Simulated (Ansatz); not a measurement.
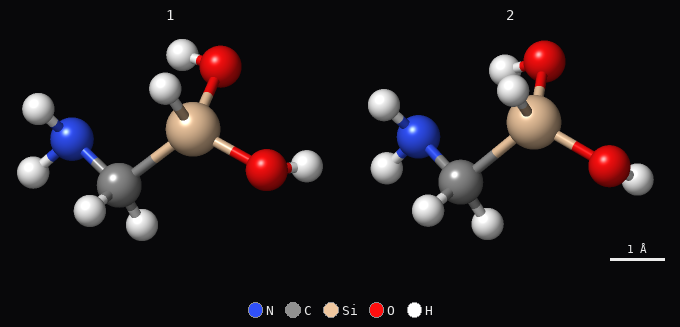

Two geometries of CH7NO2Si, drawn at one scale. One is the start of a relaxation, the other its converged end. A ball-and-stick model, seen at a tilt.

The calculation used RKS r2SCAN/6-31G* (Ansatz 0.2.0). (no spin polarisation; force threshold 0.015 eV/Å; at most 40 steps)

### Which of the two is the end point?

Structure 2 is the relaxed one. The run prepares an end point of a later path (inversion) calculation, from a guessed geometry. After 10 geometry steps the energy has fallen by 37.6 kJ/mol. Largest force component: 2.4 eV/Å at the start, 0.014 eV/Å at the end. The atom that moves furthest after the best rigid fit is an H atom (0.43 Å). Largest moves by element: H 0.43 Å, O 0.31 Å, Si 0.17 Å, N 0.15 Å, C 0.12 Å. Some distances before and after: C–H 1.053 → 1.100 Å, H–N 1.064 → 1.019 Å, C–N 1.444 → 1.486 Å, H–Si 1.526 → 1.485 Å. Bond angles that change, for instance: C–Si–O 110.6° → 101.8°, O–Si–O 104.7° → 112.7°, O–Si–H 106.9° → 113.5°. Groups turn about O–Si by about 30°.
